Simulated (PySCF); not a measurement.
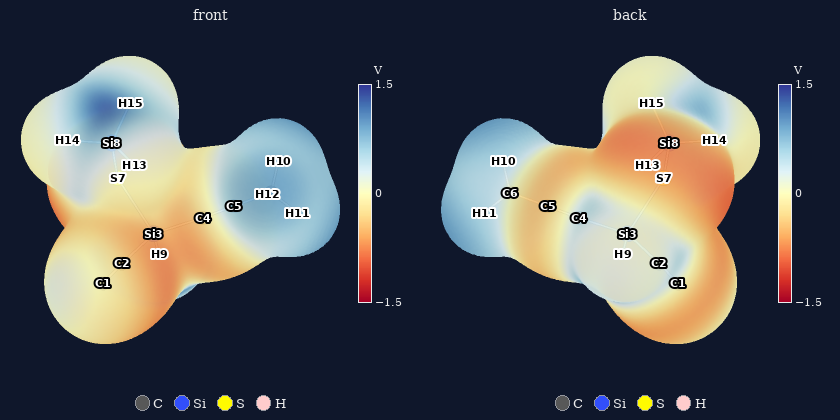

Figure 1: C5H7SSi2 (doublet). The molecular electrostatic potential painted on the density surface at 0.001 e/bohr³, seen from the front and from behind; the colour scale runs from red (negative) to blue (positive).

Geometry: GFN2-xTB.

Theory: UKS B3LYP, pcH-1 on C H S Si, non-relativistic, mean-field spin-orbit, GIAO in PySCF.

The calculation's input:

```
{"job": {"kind": "epr", "basis": "pcH-1"}, "charge": 0, "multiplicity": 2}
C     -1.279974     1.439124     3.196669
C     -0.946033     0.478749     2.554105
Si    -0.341660    -0.978339     1.567117
C      0.995150    -0.395832     0.446379
C      1.832830     0.015949    -0.317765
C      2.843994     0.496502    -1.226798
S     -2.035553    -1.635858     0.356762
Si    -2.519270    -0.003546    -0.951996
H     -0.011165    -2.152078     2.361575
H      2.719854     0.029810    -2.203877
H      3.834808     0.257349    -0.841504
H      2.757604     1.577475    -1.334971
H     -1.569169     1.070426    -0.710528
H     -3.887934     0.361761    -0.622182
H     -2.397895    -0.553502    -2.294900
```

Command:

```sh
OMP_NUM_THREADS=1 python probes_run.py task.json out
```

> Where is the surface potential most negative and most positive?

The most negative region (about −0.9 V) lies over S7, the most positive (about +1.1 V) over Si8.
